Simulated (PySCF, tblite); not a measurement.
# C4H7N3: dynamics, then NMR shifts on frames, part 2 of 2

tblite 0.8.0 and PySCF 2.14.0. Atoms count from 0.

**5. Nuclear shieldings: 625 fs, PBE0/pcSseg-1**

The job: settings as JSON, then the geometry in Å.

```
{"job": {"kind": "nmr", "xc": "PBE0", "basis": "pcSseg-1", "pop": false}, "charge": 0, "multiplicity": 1}
C      2.499400     0.117800    -0.381300
N      1.228600    -0.331900     0.137900
C      0.171200     0.478100     0.446900
C     -0.983100    -0.298400     0.422000
N     -2.301200     0.095800     0.722600
C     -0.463000    -1.582700     0.034000
N      0.825600    -1.595900    -0.091700
H      2.785900    -0.477500    -1.270700
H      2.480200     1.202800    -0.538300
H      3.195200    -0.086600     0.441100
H      0.430200     1.505500     0.678200
H     -2.838100    -0.696700     1.161500
H     -2.279700     0.841200     1.401200
H     -1.000800    -2.496300    -0.103800
```

With the program's defaults for keys left out, this is: GIAO PBE0/pcSseg-1 NMR shielding, non-relativistic, gas phase.

Log:

```text
coarse grid: 11872 points
cycle   1  E = -320.3667240215  dE =  1.241e+00  |g| = 4.152e-01  |ddm| = 3.473e+00
cycle   2  E = -320.3395623114  dE =  2.716e-02  |g| = 5.729e-01  |ddm| = 8.863e-01
cycle   3  E = -320.4056275361  dE = -6.607e-02  |g| = 1.222e-01  |ddm| = 5.084e-01
cycle   4  E = -320.4087483196  dE = -3.121e-03  |g| = 4.229e-02  |ddm| = 1.343e-01
cycle   5  E = -320.4091548675  dE = -4.065e-04  |g| = 9.768e-03  |ddm| = 3.994e-02
cycle   6  E = -320.4091715204  dE = -1.665e-05  |g| = 4.205e-03  |ddm| = 9.777e-03
cycle   7  E = -320.4091751618  dE = -3.641e-06  |g| = 1.404e-03  |ddm| = 4.445e-03
final grid: 115416 points
cycle   8  E = -320.4446581187  dE = -3.207e-05  |g| = 7.292e-03  |ddm| = 2.991e-02
cycle   9  E = -320.4446559483  dE =  2.170e-06  |g| = 8.098e-03  |ddm| = 1.356e-02
cycle  10  E = -320.4446705873  dE = -1.464e-05  |g| = 1.389e-03  |ddm| = 7.163e-03
cycle  11  E = -320.4446710079  dE = -4.206e-07  |g| = 2.520e-04  |ddm| = 1.375e-03
cycle  12  E = -320.4446710181  dE = -1.016e-08  |g| = 1.360e-04  |ddm| = 2.776e-04
cycle  13  E = -320.4446710221  dE = -4.041e-09  |g| = 1.750e-05  |ddm| = 1.161e-04
cycle  14  E = -320.4446710222  dE = -5.582e-11  |g| = 8.834e-06  |ddm| = 2.462e-05
converged SCF energy = -320.4446710222

GIAO shielding tensors (ppm)
atom      isotropic    diamagn.    paramagn.     s11        s22        s33       span
  0 C      145.157     244.403     -99.246    119.915    130.098    185.458     65.543
  1 N       51.644     334.362    -282.718    -71.877    102.453    124.355    196.233
  2 C       60.800     253.566    -192.765     -3.157     59.488    126.070    129.227
  3 C       48.161     255.880    -207.720     -7.061     27.574    123.968    131.029
  4 N      211.138     314.700    -103.562    191.737    193.508    248.168     56.431
  5 C       52.935     249.405    -196.469    -22.178     56.253    124.732    146.910
  6 N      -82.016     324.307    -406.323   -296.624   -111.659    162.235    458.859
  7 H       27.194      27.928      -0.734     22.456     26.162     32.963     10.507
  8 H       28.041      29.277      -1.236     23.350     27.578     33.195      9.844
  9 H       27.166      27.616      -0.450     23.350     25.134     33.014      9.665
 10 H       24.715      33.785      -9.070     22.235     23.933     27.977      5.742
 11 H       28.100      28.667      -0.567     20.915     26.993     36.391     15.475
 12 H       29.066      31.619      -2.553     21.337     28.476     37.387     16.050
 13 H       24.715      30.710      -5.995     22.218     25.097     26.830      4.612
```

It took 11 s on 1 thread of Arm Neoverse V2, shared host; peak memory 0.73 GiB.

This run: δ C3 138.8, C5 134.0, C2 126.1, C0 41.8, H10 7.00, H13 7.00 ppm.

**6. NMR shieldings: 800 fs, PBE0/pcSseg-1**

The job: settings as JSON, then the geometry in Å.

```
{"job": {"kind": "nmr", "xc": "PBE0", "basis": "pcSseg-1", "pop": false}, "charge": 0, "multiplicity": 1}
C      2.679600    -0.158900     0.022600
N      1.317800    -0.411600     0.217000
C      0.303400     0.454000     0.540000
C     -0.880200    -0.246200     0.569200
N     -2.072500     0.335900     0.767100
C     -0.488700    -1.555600     0.223500
N      0.806100    -1.604000     0.011500
H      3.169300    -0.909900    -0.602000
H      2.828000     0.836500    -0.349900
H      3.198700    -0.253800     0.988800
H      0.476900     1.486100     0.778400
H     -2.775000    -0.370400     1.053800
H     -2.177800     1.201500     1.324700
H     -1.049000    -2.453000     0.173500
```

Level: GIAO PBE0/pcSseg-1 NMR shielding, non-relativistic, gas phase.

Log:

```text
coarse grid: 11872 points
cycle   1  E = -320.3604494117  dE =  1.482e+00  |g| = 4.497e-01  |ddm| = 3.528e+00
cycle   2  E = -320.3271692724  dE =  3.328e-02  |g| = 6.259e-01  |ddm| = 9.740e-01
cycle   3  E = -320.4063596346  dE = -7.919e-02  |g| = 1.244e-01  |ddm| = 5.524e-01
cycle   4  E = -320.4096619593  dE = -3.302e-03  |g| = 4.207e-02  |ddm| = 1.436e-01
cycle   5  E = -320.4100709678  dE = -4.090e-04  |g| = 8.765e-03  |ddm| = 4.190e-02
cycle   6  E = -320.4100845912  dE = -1.362e-05  |g| = 3.587e-03  |ddm| = 8.751e-03
cycle   7  E = -320.4100873427  dE = -2.751e-06  |g| = 9.317e-04  |ddm| = 3.445e-03
final grid: 115416 points
cycle   8  E = -320.4446155647  dE = -3.551e-05  |g| = 7.347e-03  |ddm| = 2.934e-02
cycle   9  E = -320.4446138715  dE =  1.693e-06  |g| = 8.075e-03  |ddm| = 1.392e-02
cycle  10  E = -320.4446282866  dE = -1.442e-05  |g| = 1.074e-03  |ddm| = 6.855e-03
cycle  11  E = -320.4446285290  dE = -2.424e-07  |g| = 2.752e-04  |ddm| = 1.007e-03
cycle  12  E = -320.4446285413  dE = -1.225e-08  |g| = 1.361e-04  |ddm| = 2.880e-04
cycle  13  E = -320.4446285454  dE = -4.159e-09  |g| = 2.210e-05  |ddm| = 1.282e-04
cycle  14  E = -320.4446285455  dE = -1.111e-10  |g| = 6.698e-06  |ddm| = 2.688e-05
converged SCF energy = -320.4446285455

GIAO shielding tensors (ppm)
atom      isotropic    diamagn.    paramagn.     s11        s22        s33       span
  0 C      151.719     242.144     -90.425    127.421    136.430    191.306     63.885
  1 N       56.700     333.800    -277.100    -72.675    103.424    139.351    212.026
  2 C       67.765     252.592    -184.827      5.873     75.847    121.574    115.701
  3 C       49.990     256.955    -206.965    -15.276     29.980    135.265    150.541
  4 N      214.785     315.163    -100.379    192.756    200.578    251.020     58.263
  5 C       65.537     249.185    -183.648     -3.033     70.158    129.486    132.519
  6 N      -83.006     322.820    -405.826   -310.657    -91.226    152.866    463.523
  7 H       27.550      27.762      -0.212     23.390     26.210     33.051      9.661
  8 H       28.441      29.062      -0.620     23.566     27.423     34.335     10.769
  9 H       27.754      27.099       0.655     23.576     25.392     34.295     10.719
 10 H       24.914      33.980      -9.066     22.417     24.106     28.219      5.802
 11 H       28.500      28.957      -0.457     20.492     27.961     37.048     16.556
 12 H       27.853      30.278      -2.425     20.718     26.877     35.965     15.247
 13 H       25.178      30.921      -5.743     22.758     25.701     27.076      4.318
```

Run time: 11 s. Hardware: 1 thread of Arm Neoverse V2, shared host; peak memory 0.74 GiB.

In short: δ C3 136.9, C5 121.4, C2 119.2, C0 35.2, H10 6.80, H13 6.54 ppm.

**7. Shielding tensors: 1000 fs, PBE0/pcSseg-1**

The job: settings as JSON, then the geometry in Å.

```
{"job": {"kind": "nmr", "xc": "PBE0", "basis": "pcSseg-1", "pop": false}, "charge": 0, "multiplicity": 1}
C      2.655400    -0.028000     0.516700
N      1.304100    -0.340600     0.372200
C      0.216800     0.380600     0.723600
C     -0.918600    -0.357000     0.432800
N     -2.211700     0.026900     0.631300
C     -0.439300    -1.541400    -0.137600
N      0.908200    -1.518500    -0.103600
H      2.849000     0.043500     1.619500
H      3.266000    -0.808200     0.111000
H      2.975600     0.895400     0.044300
H      0.229000     1.331300     1.214300
H     -2.848500    -0.773000     0.733900
H     -2.361100     0.789000     1.265500
H     -0.863700    -2.466700    -0.448400
```

With the program's defaults for keys left out, this is: GIAO PBE0/pcSseg-1 NMR shielding, non-relativistic, gas phase.

Log:

```text
coarse grid: 11872 points
cycle   1  E = -320.3626641132  dE =  1.417e+00  |g| = 4.475e-01  |ddm| = 3.532e+00
cycle   2  E = -320.3261552491  dE =  3.651e-02  |g| = 6.338e-01  |ddm| = 9.674e-01
cycle   3  E = -320.4074973335  dE = -8.134e-02  |g| = 1.280e-01  |ddm| = 5.641e-01
cycle   4  E = -320.4110299974  dE = -3.533e-03  |g| = 4.165e-02  |ddm| = 1.429e-01
cycle   5  E = -320.4114310797  dE = -4.011e-04  |g| = 8.676e-03  |ddm| = 4.310e-02
cycle   6  E = -320.4114456521  dE = -1.457e-05  |g| = 3.326e-03  |ddm| = 9.464e-03
cycle   7  E = -320.4114482543  dE = -2.602e-06  |g| = 4.280e-04  |ddm| = 3.045e-03
final grid: 115416 points
cycle   8  E = -320.4465228922  dE = -3.440e-05  |g| = 7.329e-03  |ddm| = 3.250e-02
cycle   9  E = -320.4465208852  dE =  2.007e-06  |g| = 8.148e-03  |ddm| = 1.382e-02
cycle  10  E = -320.4465353714  dE = -1.449e-05  |g| = 1.509e-03  |ddm| = 6.996e-03
cycle  11  E = -320.4465358703  dE = -4.989e-07  |g| = 3.089e-04  |ddm| = 1.330e-03
cycle  12  E = -320.4465358874  dE = -1.709e-08  |g| = 1.384e-04  |ddm| = 3.481e-04
cycle  13  E = -320.4465358916  dE = -4.215e-09  |g| = 2.127e-05  |ddm| = 1.245e-04
cycle  14  E = -320.4465358917  dE = -1.056e-10  |g| = 5.412e-06  |ddm| = 2.467e-05
converged SCF energy = -320.4465358917

GIAO shielding tensors (ppm)
atom      isotropic    diamagn.    paramagn.     s11        s22        s33       span
  0 C      151.235     242.225     -90.990    128.136    135.941    189.629     61.493
  1 N       52.750     333.208    -280.457    -83.084     95.358    145.977    229.061
  2 C       72.310     252.248    -179.939     12.944     76.851    127.135    114.191
  3 C       47.109     255.719    -208.610    -11.059     22.374    130.012    141.070
  4 N      216.571     316.920    -100.349    191.679    199.574    258.461     66.782
  5 C       57.475     249.613    -192.137    -23.519     65.560    130.386    153.905
  6 N     -107.161     322.789    -429.950   -334.812   -108.637    121.966    456.778
  7 H       27.271      26.545       0.726     22.415     25.584     33.813     11.398
  8 H       27.979      28.246      -0.267     23.729     27.130     33.078      9.350
  9 H       28.150      28.494      -0.344     23.854     26.274     34.322     10.468
 10 H       24.887      33.679      -8.791     22.308     24.468     27.886      5.578
 11 H       28.412      29.586      -1.173     20.756     27.582     36.899     16.143
 12 H       28.793      31.976      -3.183     21.336     27.989     37.053     15.718
 13 H       24.643      31.081      -6.438     22.616     24.875     26.438      3.822
```

Run time: 11 s. Hardware: 1 thread of Arm Neoverse V2, shared host; peak memory 0.73 GiB.

In short: δ C3 139.8, C5 129.4, C2 114.6, C0 35.7, H13 7.07, H10 6.83 ppm.

**8. Side by side: NMR shifts**

Shifts (ppm) of some atoms, chosen among heavy atoms and hydrogens apart, with basis size and wall time:

```
  frame     C5     C2   H10    H9     N6     N1    N4  functions  time
 250 fs  128.7  117.6  7.80  3.01  347.2  209.0  46.6        154  11 s
 425 fs  135.8  114.1  6.02  2.77  351.3  215.6  46.9        154  11 s
 625 fs  134.0  126.1  7.00  4.55  349.7  216.1  56.6        154  11 s
 800 fs  121.4  119.2  6.80  3.96  350.7  211.0  52.9        154  11 s
1000 fs  129.4  114.6  6.83  3.57  374.9  215.0  51.2        154  11 s
```

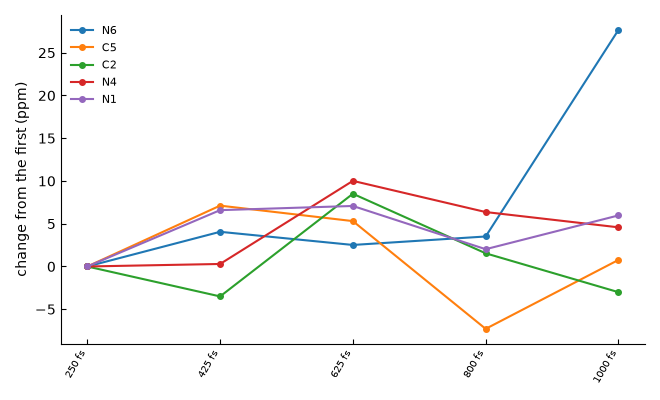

How five of the tabulated atoms move from run to run.

**9. Summary of results**

This closing draws on all 2 parts.

```
                                      quantity                                         value
                                    thermostat                                         200 K
                 mean temperature, second half                                         180 K
       mean potential energy above the minimum                                       0.31 eV
13C shifts against TMS (PBE0/pcSseg-1, 250 fs)                 136.8, 128.7, 117.6, 36.3 ppm
 1H shifts against TMS (PBE0/pcSseg-1, 250 fs)  7.80, 7.18, 3.72, 3.18, 3.01, 2.77, 2.16 ppm
15N shifts against NH3 (PBE0/pcSseg-1, 250 fs)                        347.2, 209.0, 46.6 ppm
                      range of the shift of N6                            347.2 to 374.9 ppm
```

In words: In the second half the potential energy averages 0.31 eV above the minimum; equipartition over 36 harmonic modes at 200 K would give 0.31 eV. With 14 atoms the temperature swings widely (75 to 242 K). Shifts at one fixed geometry are not the observed spectrum, which averages over the motion. In the first frame run (250 fs): The largest span, 483 ppm, is at N6, where the paramagnetic term is -403 ppm. NICS(1)zz of -28 ppm above the planar ring from N1 marks a diatropic (aromatic) ring current. Across the 5 runs the shift of N6 moves most, between 347.2 (250 fs) and 374.9 ppm (1000 fs).
